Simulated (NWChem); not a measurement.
**SiNH4F (SMILES N[SiH2]F) at PBE0/6-311+G(d,p)**

Aim: the vertical ionisation energy of SiNH4F at PBE0/6-311+G**, from 2 runs. 

Program for the calculation: NWChem 7.3.0.

### Step 1. The structure to begin with

SiNH4F has 7 atoms, charge 0, and is taken as a singlet. As SMILES, `N[SiH2]F`. The coordinates come from a PBE0-D4/def2-TZVP relaxation. This is one conformer, not always the lowest.

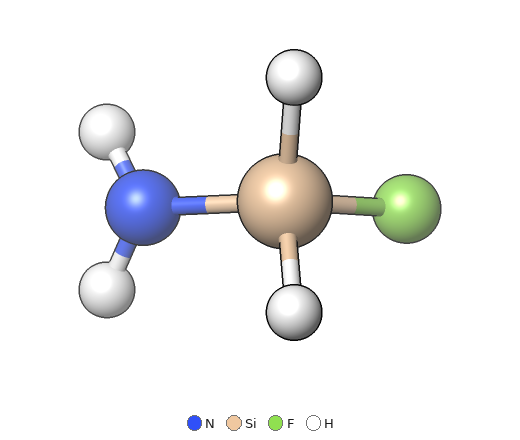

Viewed from a chosen angle; nitrogen blue, silicon light orange, fluorine green, hydrogen white.

### Step 2. The energy at PBE0/6-311+G(d,p)

calc.nw reads:

```
start calc
title "FH4NSi PBE0"
memory stack 880 mb heap 220 mb global 1100 mb
geometry units angstroms noautosym nocenter noautoz
  N    -0.761500    0.339000   -0.625200
  Si    0.531100   -0.115700    0.373400
  F     0.515100   -1.653900    0.829800
  H    -0.786600    0.105100   -1.603600
  H    -1.682200    0.513500   -0.258400
  H     0.455900    0.676200    1.620700
  H     1.789400    0.068000   -0.382300
end
basis spherical bse
  N library 6-311+G**
  Si library 6-311+G**
  F library 6-311+G**
  H library 6-311+G**
end
dft
  xc pbe0
  grid lebedev 50 8
  convergence energy 1e-08
  maxiter 100
  mulliken
  print low
end
task dft energy
```

Started as:

```
$ nwchem calc.nw > calc.out
```

Output:

```text
[...]
 d= 0,ls=0.0,diis     1   -446.2853704062 -5.65D+02  8.13D-03  8.62D-01     1.3
[...]
 d= 0,ls=0.0,diis     8   -446.3512073584 -7.03D-09  1.44D-06  4.66D-08     7.3
         Total DFT energy =     -446.351207358393
      One electron energy =     -853.609182960375
           Coulomb energy =      328.285586232083
    Exchange-Corr. energy =      -39.615565883749
 Nuclear repulsion energy =      118.587955253647
[...]
      Total Density - Mulliken Population Analysis
     ---------------------------------------------
    Atom       Charge   Shell Charges
 -----------   ------   -------------------------------------------------------
    1 N    7     7.81   1.10  0.90  0.80  0.84  1.85  0.69  1.51 -0.03  0.16  0.01
    2 Si  14    13.22   0.79  1.18  0.95  1.03  0.80  0.40  1.97  3.90  0.66  1.07  0.09  0.04  0.02  0.31
    3 F    9     9.27   1.08  0.92  1.17  1.08  2.38  0.92  1.83 -0.15  0.05  0.00
    4 H    1     0.72   0.27  0.39  0.02  0.05
    5 H    1     0.72   0.27  0.39  0.02  0.05
    6 H    1     1.13   0.25  0.59  0.27  0.01
    7 H    1     1.13   0.25  0.59  0.27  0.01
[...]
```

It took 8.4 s on 1 thread of AMD EPYC 7R13 (Zen 3), shared host; peak memory 0.1 GiB.

### Step 3. The doublet cation

fh4nsi.xyz reads:

```xyz
7
FH4NSi energy
N     -0.761500     0.339000    -0.625200
Si     0.531100    -0.115700     0.373400
F      0.515100    -1.653900     0.829800
H     -0.786600     0.105100    -1.603600
H     -1.682200     0.513500    -0.258400
H      0.455900     0.676200     1.620700
H      1.789400     0.068000    -0.382300
```

fh4nsi.nw reads:

```
start fh4nsi
title "FH4NSi energy"
memory total 2200 mb
charge 1

geometry units angstroms noautosym nocenter noautoz
 load format xyz fh4nsi.xyz
end

basis "ao basis" spherical bse
 * library 6-311+G**
end

dft
 xc pbe0
 mult 2
 grid lebedev 50 8
 convergence energy 1e-08
 iterations 100
 mulliken
 print low
end

task dft energy
```

Started as:

```
$ nwchem fh4nsi.nw > fh4nsi.out
```

Output:

```text
[...]
 d= 0,ls=0.0,diis     1   -445.6438231205 -5.64D+02  1.02D-02  8.72D-01     1.4
[...]
 d= 0,ls=0.0,diis    14   -445.9561542830 -3.15D-09  1.92D-07  1.07D-10    15.3
[...]
         Total DFT energy =     -445.956154282987
      One electron energy =     -844.455731813323
           Coulomb energy =      319.224945684541
    Exchange-Corr. energy =      -39.313323407852
 Nuclear repulsion energy =      118.587955253648
[...]
      Total Density - Mulliken Population Analysis
     ---------------------------------------------
    Atom       Charge   Shell Charges
 -----------   ------   -------------------------------------------------------
    1 N    7     7.27   1.10  0.90  0.77  0.91  1.78  0.68  1.12 -0.05  0.06  0.01
    2 Si  14    13.26   0.79  1.18  0.95  1.03  0.82  0.46  1.97  3.90  0.68  1.10  0.04  0.04  0.01  0.29
    3 F    9     9.19   1.08  0.92  1.16  1.09  2.36  0.92  1.78 -0.13  0.02  0.00
    4 H    1     0.63   0.26  0.36 -0.03  0.04
    5 H    1     0.63   0.26  0.36 -0.03  0.04
    6 H    1     1.01   0.24  0.56  0.19  0.01
    7 H    1     1.01   0.24  0.56  0.19  0.01
[...]
      <S2> =      0.7539 (Exact =     0.7500)
[...]
```

Run time: 17 s. Hardware: 1 thread of AMD EPYC 7R13 (Zen 3), shared host; peak memory 0.1 GiB.

### Step 4. Summary of results

At PBE0/6-311+G**:

| quantity | value |
| --- | --- |
| singlet SiNH4F: total energy | -446.35121 Eh |
| doublet cation: total energy | -445.95615 Eh |
| doublet cation: ⟨S²⟩ | 0.754 |
| vertical ionisation energy (to the doublet cation) | 10.750 eV |

**Reading.** The vertical ionisation energy comes to 10.75 eV (248 kcal/mol). Mulliken charges (singlet SiNH4F) run from -0.81 on N1 to +0.78 on Si2; in a basis this large or diffuse they mean little. Mulliken charges (doublet cation) run from -0.27 on N1 to +0.74 on Si2; in a basis this large or diffuse they mean little.
